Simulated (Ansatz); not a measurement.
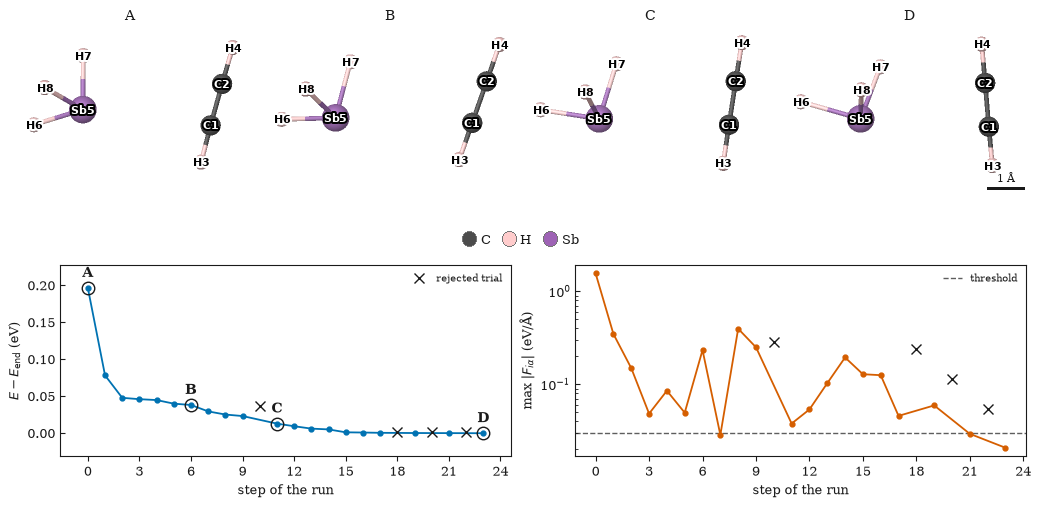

Frames of a relaxation of C2H5Sb (coarse preliminary run), marked on the history of the run. The picture is a ball-and-stick view, seen at a tilt.

Theory: RKS PBE-D4/def2-SVP in Ansatz. Settings: force threshold 0.03 eV/Å; at most 250 steps.

Q: What happens along the run?

A: The energy falls by 0.197 eV in 19 accepted moves (23 points after the start). Largest force component: 1.6 eV/Å at the start, 0.021 eV/Å at the end. The line search rejected the trial steps at points 10, 18, 20, 22 of the run. The forces were under the threshold at step 7, but the run went on from there. H8 moves most after the best rigid fit: 1.02 Å. Largest moves by element: H 1.02 Å, C 0.48 Å, Sb 0.42 Å. Near-neighbour distances that change, for instance: Sb5–H6 1.688 → 1.741 Å, Sb5–H7 1.681 → 1.733 Å, Sb5–H8 1.685 → 1.733 Å, C1–H3 1.052 → 1.082 Å. Bond angles that change, for instance: H6–Sb5–H8 87.4° → 90.5°. Cost: 14 s on 4 threads of Arm Neoverse V1, on a shared host. From step 0 to 6: H6 moves most (0.38 Å), energy −0.158 eV. From step 6 to 11: H8 moves most (0.54 Å), energy −0.025 eV. From step 11 to 23: H4 moves most (0.56 Å), energy −0.013 eV.

```
step  E − E(0), eV  largest force component, eV/Å      note
   0        0.0000                         1.5570          
   1       -0.1183                         0.3474          
   2       -0.1487                         0.1493          
   3       -0.1505                         0.0484          
   4       -0.1517                         0.0853          
   5       -0.1566                         0.0495          
   6       -0.1584                         0.2336          
   7       -0.1670                         0.0286          
   8       -0.1713                         0.3963          
   9       -0.1733                         0.2503          
  10       -0.1603                         0.2839  rejected
  11       -0.1836                         0.0379          
  12       -0.1871                         0.0537          
  13       -0.1904                         0.1028          
  14       -0.1914                         0.1946          
  15       -0.1954                         0.1285          
  16       -0.1956                         0.1254          
  17       -0.1960                         0.0458          
  18       -0.1953                         0.2402  rejected
  19       -0.1963                         0.0593          
  20       -0.1947                         0.1133  rejected
  21       -0.1964                         0.0294          
  22       -0.1954                         0.0538  rejected
  23       -0.1966                         0.0208
```

Limits of the set-up: the start holds two separate molecules, 3.6 Å apart at their closest, whose relative position is a soft coordinate.
